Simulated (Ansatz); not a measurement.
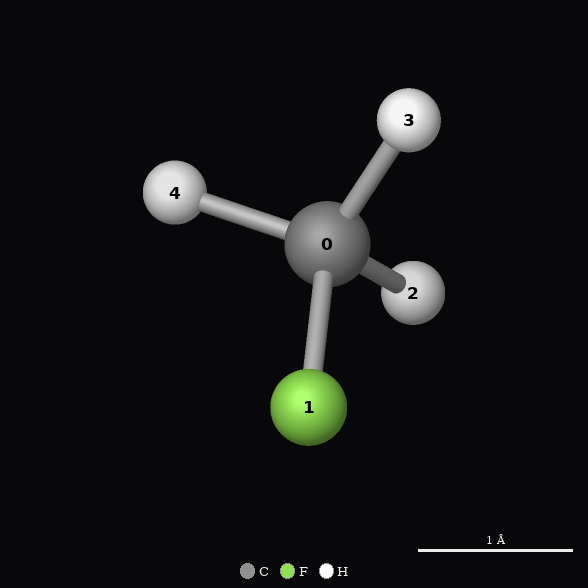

The structure as it stands in the input. Atoms are numbered from 0, in the order of the input.

Ansatz 0.2.0 input:

```yaml
crystal:
  periodic: [false, false, false]
  atoms:
    - {symbol: C, position_ang: [0.034476, 0.007532, 0.703178]}
    - {symbol: F, position_ang: [-0.033485, -0.007166, -0.671380]}
    - {symbol: H, position_ang: [1.030508, -0.314863, 1.015063]}
    - {symbol: H, position_ang: [-0.718813, -0.673696, 1.105387]}
    - {symbol: H, position_ang: [-0.155349, 1.022602, 1.059388]}
basis:
  gaussian: {orbitals: "def2-TZVPPD.json"}
hamiltonian: {xc: {name: B2PLYP}}
```

Command:

```sh
ansatz run in.yaml --threads 2 --pin off --events-out ev --progress --plain --max-ram 5222MiB
```

What the program printed:

```
Functional definition: B2PLYP
  name "B2PLYP"
  cite "Grimme, J. Chem. Phys. 124, 034108 (2006) doi:10.1063/1.2148954"
  cite "Becke, Phys. Rev. A 38, 3098 (1988) doi:10.1103/PhysRevA.38.3098"
  cite "Lee, Yang & Parr, Phys. Rev. B 37, 785 (1988) doi:10.1103/PhysRevB.37.785"
  parameter a = 0.53
  parameter c = 0.27
  exchange = (1 - a)*b88_x + a*exact_x
  correlation = (1 - c)*lyp_c + c*(mp2_os + mp2_ss)
753 factors; integrals over basis functions are off by at most 1.1e-3 eV
mean field evaluation 1: about -3796.7581 eV, gradient 2.5e1 eV
mean field evaluation 2: about -3796.7578 eV, gradient 2.5e1 eV
mean field evaluation 4: about -3797.9452 eV, gradient 2.9e0 eV
mean field evaluation 8: about -3797.9575 eV, gradient 8.0e-3 eV
mean field evaluation 16: about -3797.9575 eV, gradient 3.7e-6 eV
mean field -3797.95752418 eV, -139.5723646654 hartree, gradient 3.7e-6 eV, S^2 0.000000; 0 other end points of the search recorded, 0 dependent functions left out
2 core orbitals not correlated: weight in the atoms' cores, before any rotation towards them, 1.000 or more for the frozen orbitals, at most 0.000 for the correlated occupied ones
reference -3797.95765002 eV, -139.5723692902 hartree; 7, 7 occupied and 119, 119 virtual orbitals, 753 factors
second order -14.05508313 eV of doubles, -0.00000000 eV of singles
Total energy: -3801.75252247 eV, -139.7118282803 hartree
```
